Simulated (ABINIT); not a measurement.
# WS2 (Tungstenite): G0W0 with ABINIT, start to end

Aim: the G0W0 gap of WS2 (Tungstenite) on PBEsol, step by step.

Calculated with ABINIT 10.8.3; PBEsol and many-body steps on it, plane waves.

### Step 1. Set-up

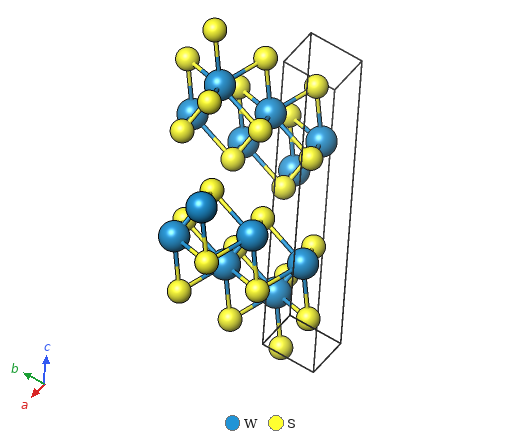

The starting structure, seen from a free direction (tungsten blue, sulfur yellow). 2×3×1 cells are drawn.

Coordinates:

```cif
data_structure
_symmetry_space_group_name_H-M 'P6_3/mmc'
_symmetry_Int_Tables_number 194
_cell_length_a 3.1532
_cell_length_b 3.1532
_cell_length_c 12.3230
_cell_angle_alpha 90.000
_cell_angle_beta 90.000
_cell_angle_gamma 120.000
_cell_volume 106.11
loop_
_atom_site_label
_atom_site_type_symbol
_atom_site_symmetry_multiplicity
_atom_site_Wyckoff_symbol
_atom_site_fract_x
_atom_site_fract_y
_atom_site_fract_z
_atom_site_occupancy
W1 W 2 c 0.33333 0.66667 0.25000 1
S1 S 4 f 0.33333 0.66667 0.62250 1
```

The cell and positions come from the Crystallography Open Database and are kept as given unless a step says otherwise. Spin-orbit coupling is left out unless a step names it.

### Step 2. Ground state

This step: ABINIT 10.8.3; DFT, PBEsol, plane waves, norm-conserving pseudopotentials.

The ground-state density comes first.

File run.abi:

```
acell 3*1.0 Angstrom
rprim 
  3.153199999992 0.000000000002 0.000000000000
  -1.576599999998 2.730751303206 0.000000000000
  0.000000000000 0.000000000000 12.323000000000
ntypat 2
znucl 74 16
natom 6
typat 1 1 2 2 2 2
xred 
  0.333333333333 0.666666666667 0.250000000000
  0.666666666667 0.333333333333 0.750000000000
  0.333333333333 0.666666666667 0.622500000000
  0.666666666667 0.333333333333 0.122500000000
  0.333333333333 0.666666666667 0.877500000000
  0.666666666667 0.333333333333 0.377500000000
pp_dirpath "pseudos"
pseudos "W.upf, S.upf"
ecut 31
ngkpt 6 6 2
nshiftk 1
shiftk 0 0 0
kptopt 1
chksymbreak 0
nband 33
occopt 1
tolvrs 1e-10
nstep 60
prtwf 0
indata_prefix "in"
outdata_prefix "out"
tmpdata_prefix "tmp"
```

Started as:

```console
$ OMP_NUM_THREADS=1 mpirun -n 4 abinit run.abi > log
```

Numbers of over 12 decimals in the logs are rounded to 6 here.

Log:

```text
.Version 10.8.3 of ABINIT. v10.8.2 released Aug 2026.

 Symmetries : space group P6_3/m m c (#194); Bravais hP (primitive hexag.)
================================================================================
 Values of the parameters that define the memory need of the present run
     intxc =       0    ionmov =       0      iscf =       7    lmnmax =       8
     lnmax =       8     mgfft =     120  mpssoang =       4    mqgrid =    5837
     natom =       6  nloc_mem =       1    nspden =       1   nspinor =       1
    nsppol =       1      nsym =      24    n1xccc =    2501    ntypat =       2
    occopt =       1   xclevel =       2
-    mband =          33        mffmem =           1         mkmem =           4
       mpw =        5944          nfft =      108000          nkpt =          14
================================================================================
  Rough estimation (10% accuracy) of disk space for files :
================================================================================

--------------------------------------------------------------------------------
------------- Echo of variables that govern the present computation ------------
--------------------------------------------------------------------------------
 -outvars: echo values of preprocessed input variables --------
            acell      1.8897261259E+00  1.8897261259E+00  1.8897261259E+00 Bohr

      chksymbreak           0
             ecut      3.10000000E+01 Hartree
-          fftalg         312

              ixc     -116133
              kpt      0.00000000E+00  0.00000000E+00  0.00000000E+00
                       1.66666667E-01  0.00000000E+00  0.00000000E+00
                       3.33333333E-01  0.00000000E+00  0.00000000E+00
                       5.00000000E-01  0.00000000E+00  0.00000000E+00
                       1.66666667E-01  1.66666667E-01  0.00000000E+00
                       3.33333333E-01  1.66666667E-01  0.00000000E+00
                       3.33333333E-01  3.33333333E-01  0.00000000E+00
                       0.00000000E+00  0.00000000E+00  5.00000000E-01
                       1.66666667E-01  0.00000000E+00  5.00000000E-01
                       3.33333333E-01  0.00000000E+00  5.00000000E-01
                       5.00000000E-01  0.00000000E+00  5.00000000E-01
[...]
kptrlatt        6    0    0      0    6    0      0    0    2
          kptrlen      3.57521065E+01
P           mkmem           4
            natom           6
            nband          33
            ngfft          30      30     120
             nkpt          14
            nstep          60
             nsym          24
           ntypat           2
              occ      2.000000  2.000000  2.000000  2.000000  2.000000  2.000000
                       2.000000  2.000000  2.000000  2.000000  2.000000  2.000000
                       2.000000  2.000000  2.000000  2.000000  2.000000  2.000000
                       2.000000  2.000000  2.000000  2.000000  2.000000  2.000000
                       2.000000  2.000000  0.000000  0.000000  0.000000  0.000000
[...]
prtwf           0
            rprim      3.1532000000E+00  2.0000000000E-12  0.0000000000E+00
[...]
spgroup         194

           tolvrs      1.00000000E-10

             xred      3.3333333333E-01  6.6666666667E-01  2.5000000000E-01
[...]
znucl       74.00000   16.00000

================================================================================

 chkinp: Checking input parameters for consistency.

================================================================================
== DATASET  1 ==================================================================
-   mpi_nproc: 4, omp_nthreads: 1 (-1 if OMP is not activated)

--- !DatasetInfo
iteration_state: {dtset: 1, }
dimensions: {natom: 6, nkpt: 14, mband: 33, nsppol: 1, nspinor: 1, nspden: 1, mpw: 5944, }
cutoff_energies: {ecut:  31.0, pawecutdg:  -1.0, }
electrons: {nelect:   5.20000000E+01, charge:   0.00000000E+00, occopt:   1.00000000E+00, tsmear:   1.00000000E-02, }

 Real(R)+Recip(G) space primitive vectors, cartesian coordinates (Bohr,Bohr^-1):
 R(1)=  5.9586844  0.0000000  0.0000000  G(1)=  0.1678223  0.0968922  0.0000000
 R(2)= -2.9793422  5.1603721  0.0000000  G(2)=  0.0000000  0.1937845  0.0000000
 R(3)=  0.0000000  0.0000000 23.2870950  G(3)=  0.0000000  0.0000000  0.0429422
 Unit cell volume ucvol=  7.1605555E+02 bohr^3
 Angles (23,13,12)=  9.00000000E+01  9.00000000E+01  1.20000000E+02 degrees

 getcut: wavevector=  0.0000  0.0000  0.0000  ngfft=  30  30 120
         ecut(hartree)=     31.000   => boxcut(ratio)=   2.01023

--- Pseudopotential description ------------------------------------------------
- W Generated using ONCVPSP code by D. R. Hamann
- 74.00000  14.00000  180301                  znucl, zion, pspdat
12 -116133 3 -1 1396                          pspcod,pspxc,lmax,lloc,mmax
     nproj     2     2     2     2
  pspatm : epsatm=   11.51367016
         --- l  ekb(1:nproj) -->
[...]
pspatm: atomic psp has been read  and splines computed

- S Generated using ONCVPSP code by D. R. Hamann
- 16.00000   6.00000  180301                  znucl, zion, pspdat
[...]
ETOT  8  -195.92934843387    -1.296E-09 5.306E-04 1.864E-06
 ETOT  9  -195.92934843407    -2.001E-10 2.928E-04 9.256E-08
 ETOT 10  -195.92934843408    -1.026E-11 6.341E-04 4.446E-09
 ETOT 11  -195.92934843408     1.023E-12 2.018E-04 3.334E-10
 ETOT 12  -195.92934843409    -5.599E-12 6.740E-04 1.200E-12

 At SCF step   12       vres2   =  1.20E-12 < tolvrs=  1.00E-10 =>converged.

 Cartesian components of stress tensor (hartree/bohr^3)
  sigma(1 1)=  3.62550091E-05  sigma(3 2)=  0.00000000E+00
  sigma(2 2)=  3.62550091E-05  sigma(3 1)=  0.00000000E+00
  sigma(3 3)=  2.04722879E-05  sigma(2 1)=  0.00000000E+00

--- !ResultsGS
iteration_state: {dtset: 1, }
comment   : Summary of ground state results
lattice_vectors:
- [  5.9586844,   0.0000000,   0.0000000, ]
- [ -2.9793422,   5.1603721,   0.0000000, ]
- [  0.0000000,   0.0000000,  23.2870950, ]
lattice_lengths: [   5.95868,    5.95868,   23.28710, ]
lattice_angles: [ 90.000,  90.000, 120.000, ] # degrees, (23, 13, 12)
lattice_volume:   7.1605555E+02
convergence: {deltae: -5.599E-12, res2:  1.200E-12, residm:  6.740E-04, diffor: null, }
etotal    :  -1.95929348E+02
entropy   :   0.00000000E+00
fermie    :   3.47826546E-01
cartesian_stress_tensor: # hartree/bohr^3
- [  3.62550091E-05,   0.00000000E+00,   0.00000000E+00, ]
- [  0.00000000E+00,   3.62550091E-05,   0.00000000E+00, ]
- [  0.00000000E+00,   0.00000000E+00,   2.04722879E-05, ]
pressure_GPa:  -9.1188E-01
xred      :
- [  3.3333E-01,   6.6667E-01,   2.5000E-01,  W]
- [  6.6667E-01,   3.3333E-01,   7.5000E-01,  W]
- [  3.3333E-01,   6.6667E-01,   6.2250E-01,  S]
- [  6.6667E-01,   3.3333E-01,   1.2250E-01,  S]
- [  3.3333E-01,   6.6667E-01,   8.7750E-01,  S]
- [  6.6667E-01,   3.3333E-01,   3.7750E-01,  S]
cartesian_forces: # hartree/bohr
- [  4.70714436E-31,   7.88124608E-30,  -0.00000000E+00, ]
- [ -5.17785879E-30,  -2.14696014E-29,  -1.80669085E-31, ]
- [ -2.35357218E-30,   2.25566698E-29,   2.85356301E-03, ]
- [  8.94357428E-30,  -2.31002040E-29,   2.85356301E-03, ]
- [ -2.35357218E-30,  -3.61450251E-29,  -2.85356301E-03, ]
- [  4.70714436E-31,   5.02769146E-29,  -2.85356301E-03, ]
force_length_stats: {min:   7.89529048E-30, max:   2.85356301E-03, mean:   1.90237534E-03, }

 Integrated electronic density in atomic spheres:
 ------------------------------------------------
 Atom  Sphere_radius  Integrated_density
[...]
================================================================================

 ----iterations are completed or convergence reached----

 Mean square residual over all n,k,spin=   32.985E-07; max=  67.401E-05
 reduced coordinates (array xred) for    6 atoms
[...]
0.666666666667      0.333333333333      0.750000000000
       0.333333333333      0.666666666667      0.622500000000
       0.666666666667      0.333333333333      0.122500000000
       0.333333333333      0.666666666667      0.877500000000
       0.666666666667      0.333333333333      0.377500000000
 rms dE/dt=  3.1325E-02; max dE/dt=  6.6451E-02; dE/dt below (all hartree)
    1       0.000000000000     -0.000000000000      0.000000000000
    2       0.000000000000      0.000000000000      0.000000000000
    3       0.000000000000     -0.000000000000     -0.066451193043
    4      -0.000000000000      0.000000000000     -0.066451193043
    5       0.000000000000      0.000000000000      0.066451193043
    6       0.000000000000     -0.000000000000      0.066451193043

 cartesian coordinates (angstrom) at end:
    1     -1.33e-12     1.820501     3.080750
    2      1.576600     0.910250     9.242250
    3     -1.33e-12     1.820501     7.671068
    4      1.576600     0.910250     1.509567
[...]
cartesian forces (hartree/bohr) at end:
[...]
frms,max,avg= 1.3451825E-03 2.8535630E-03   0.000E+00  0.000E+00  0.000E+00 h/b

 cartesian forces (eV/Angstrom) at end:
[...]
2     -0.000000    -0.000000    -0.000000
    3     -0.000000     0.000000     0.146736
    4      0.000000    -0.000000     0.146736
    5     -0.000000    -0.000000    -0.146736
    6      0.000000     0.000000    -0.146736
 frms,max,avg= 6.9172065E-02 1.4673611E-01   0.000E+00  0.000E+00  0.000E+00 e/A
 length scales=  1.889726125908  1.889726125908  1.889726125908 bohr
              =  1.000000000000  1.000000000000  1.000000000000 angstroms
 prteigrs : about to open file out_EIG
 Fermi (or HOMO) energy (hartree) =   0.34783   Average Vxc (hartree)=  -0.41772
 Eigenvalues (hartree) for nkpt=  14  k points:
 kpt#   1, nband= 33, wtk=  0.01389, kpt=  0.0000  0.0000  0.0000 (reduced coord)
  -2.39305   -2.39305   -1.07992   -1.07991   -1.07273   -1.07273   -1.07273   -1.07273
  -0.22663   -0.21799   -0.16946   -0.15295    0.06552    0.10502    0.20518    0.21990
   0.21990    0.22041    0.22041    0.26565    0.26565    0.26762    0.26762    0.29311
   0.30155    0.34783    0.43249    0.43256    0.43285    0.43359    0.43506    0.43807
   0.44206
 prteigrs : prtvol=0 or 1, do not print more k-points.

--- !EnergyTerms
iteration_state     : {dtset: 1, }
comment             : Components of total free energy in Hartree
kinetic             :  5.62119790758246E+01
hartree             :  5.11950838890020E+01
xc                  : -4.56299852330600E+01
Ewald energy        : -1.20345391836037E+02
psp_core            :  4.20477196747629E+00
local_psp           : -1.72934273533381E+02
non_local_psp       :  3.13684672360857E+01
total_energy        : -1.95929348434089E+02
total_energy_eV     : -5.33150917716340E+03
band_energy         : -1.80219338577806E+01

 Cartesian components of stress tensor (hartree/bohr^3)
  sigma(1 1)=  3.62550091E-05  sigma(3 2)=  0.00000000E+00
  sigma(2 2)=  3.62550091E-05  sigma(3 1)=  0.00000000E+00
  sigma(3 3)=  2.04722879E-05  sigma(2 1)=  0.00000000E+00

-Cartesian components of stress tensor (GPa)         [Pressure= -9.1188E-01 GPa]
- sigma(1 1)=  1.06665919E+00  sigma(3 2)=  0.00000000E+00
- sigma(2 2)=  1.06665919E+00  sigma(3 1)=  0.00000000E+00
- sigma(3 3)=  6.02315505E-01  sigma(2 1)=  0.00000000E+00

== END DATASET(S) ==============================================================
================================================================================

 -outvars: echo values of variables after computation  --------
           etotal     -1.9592934843E+02
            nband          33
             nkpt          14
          spgroup         194
 [... the other variables as echoed above ...]

 Calculation completed.
```

Elapsed: 42 s, on 4 MPI ranks of Arm Neoverse V1, shared host; peak memory 0.37 GiB.

This step gave:

```yaml
total_energy: -5331.5092 eV
gap: 0.9350 eV
k_of_the_valence_top: 0, 0, 0
k_of_the_conduction_bottom: 0.1667, 0.1667, 0
least_direct_gap: 1.822 eV
pressure: -0.9119 GPa
```

The gap is indirect, with the least direct gap 0.89 eV higher.

The cutoff was set for levels, not for stress, so the pressure can be off by some GPa.

(Continued in part 2 of 3.)

[Paths, hosts, dates, memory and timing lines, banners, echoed tables and standing remarks are left out of the program output.]

[Logs are printed without paths, hosts, clocks, repeated set-up lines and the standing remarks that a program may print on its own settings, such as how far it seeks lower states.]

[Runs of the session that timed out or met a known fault of the program may be left out.]

[Hosts, paths, dates, database ids (printed as entryN), source tags and the programs' standing remarks are cut or masked in the printed files.]

[G0W0 gaps are taken among the corrected bands and points alone; a level outside them can change the order at an edge.]

[Where Ansatz stands beside ABINIT at settings called matched, ABINIT's density can come from a denser mesh and the files from another edition; pairs whose starting gaps differed by over 0.03 eV were left out, so agreement reads better than it is.]
